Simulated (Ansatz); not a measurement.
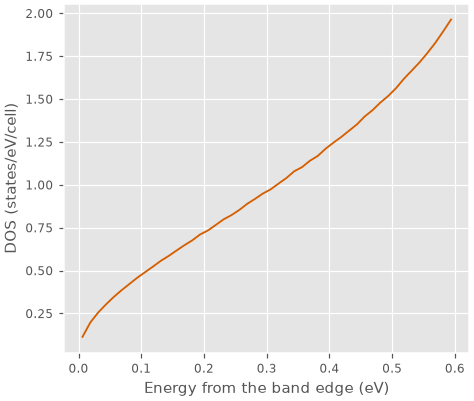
Density of states of MgO (Fm-3m) below the valence band maximum, Ansatz (an electronic-structure program) with r2SCAN, rigid bands; cell volume 18.6 Å³.

Task: What effective density of states at 300 K does this give (∫ g(E) exp(−E/k_BT) dE, both spins, divided by the cell's size)?

Result: 2.9e20 cm⁻³, a density-of-states mass of 5.2 mₑ, valleys and band degeneracy included.

Spin-orbit coupling is left out. Geometry: cell and atoms relaxed with r2SCAN.
